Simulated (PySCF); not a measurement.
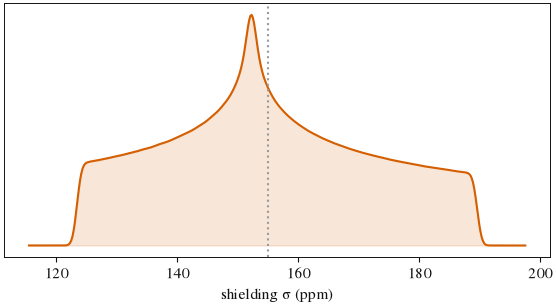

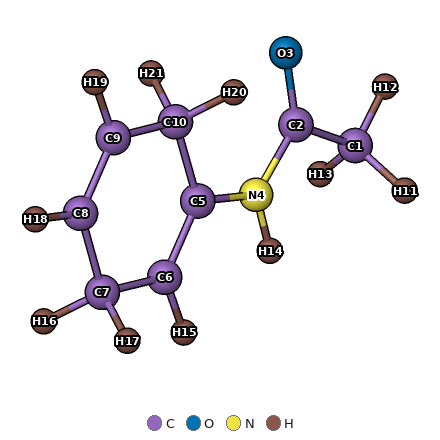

Static powder pattern (¹³C) from GIAO shielding tensors of C₈H₁₁NO, SMILES CC(=O)NC1=CCC=CC1, PBE/pcSseg-1 with PySCF 2.14.0, at a PBE0-D3(BJ)/def2-SVP geometry (no frequency check); absolute shielding, one fixed geometry of the isolated molecule without any motion, no dipolar terms. The dotted line is the isotropic value; skew is 3(σiso − σ22)/span.

**The pattern belongs to C1. Give the principal values, span and skew.**

C1: σ11, σ22, σ33 = 123, 152, 190 ppm, isotropic 155, span 66 ppm, skew 0.13.

Known limits of this run: one conformer of a flexible molecule.
